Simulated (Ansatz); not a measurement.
**Fields on a plane of KBr (rock salt)**

```
CELL_PARAMETERS angstrom
      0.00000     3.27480     3.27480
      3.27480     0.00000     3.27480
      3.27480     3.27480     0.00000
ATOMIC_POSITIONS crystal
  Br 0.00000 0.00000 0.00000
  K  0.50000 0.50000 0.50000
```

The slice is a {100} plane (indices of the conventional cell) through the point (0.000, 0.000, 0.000) (fractional), spanned by u = [100] and v = [0 1 -1] in vectors of this cell: u (4.63 Å) and v (4.63 Å, at 90° to u). It covers one period; positions are fractions (u, v).

Atoms on it: Br at (0.00, 0.00); K at (0.50, 0.50).

Method: PBEsol (plane waves to 420 eV, PAW, scalar-relativistic; Ansatz, a first-principles code). k mesh 9×9×9. Near the nuclei the fields are pseudised (PAW); where an atom keeps semicore shells as valence, they peak there. KBr was relaxed with its symmetry unable to fall.

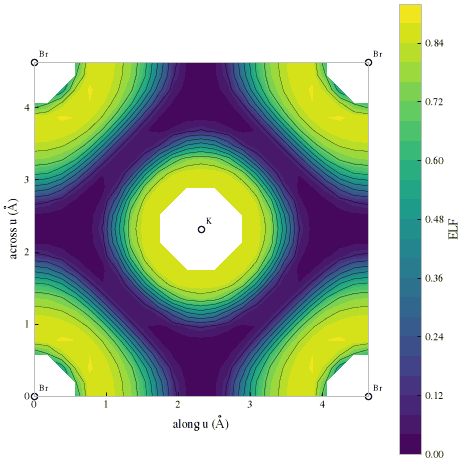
Figure: Electron localisation function (ELF), one period of the plane, atoms marked. Points within 0.5 Å of a nucleus are left white, as the pseudised field means little there.

```tsv
v \ u	0.00	0.08	0.17	0.25	0.33	0.42	0.50	0.58	0.67	0.75	0.83	0.92
0.88	x	x	x	2.9	4.5	4.3	4.1	4.3	4.5	2.9	x	x
0.75	1.0	2.0	3.6	3.7	2.3	0.2	-0.9	0.2	2.3	3.7	3.6	2.0
0.62	5.2	4.9	3.8	1.2	x	x	x	x	x	1.2	3.8	4.9
0.50	5.1	4.7	3.2	-0.9	x	x	x	x	x	-0.9	3.2	4.7
0.38	5.2	4.9	3.8	1.2	x	x	x	x	x	1.2	3.8	4.9
0.25	1.0	2.0	3.6	3.7	2.3	0.2	-0.9	0.2	2.3	3.7	3.6	2.0
0.12	x	x	x	2.9	4.5	4.3	4.1	4.3	4.5	2.9	x	x
0.00	x	x	x	1.1	4.9	5.2	5.1	5.2	4.9	1.1	x	x
```

Values: electrostatic potential energy of an electron, from the cell's mean, in eV. Points within 1 Å of a nucleus are blanked (x), as the pseudised field means little there. Values under -3 eV are set to -3. The zero, the cell's mean, hangs on the PAW cores.

Density on the Br–K line (3.27 Å) at its density minimum, 1.8 Å from Br: 0.08 e/Å³
ELF at that point: 0.0
Character of the Br–K contact (rough rule: ELF there above 0.7 covalent, below 0.2 ionic, polar between): closed-shell (ionic)
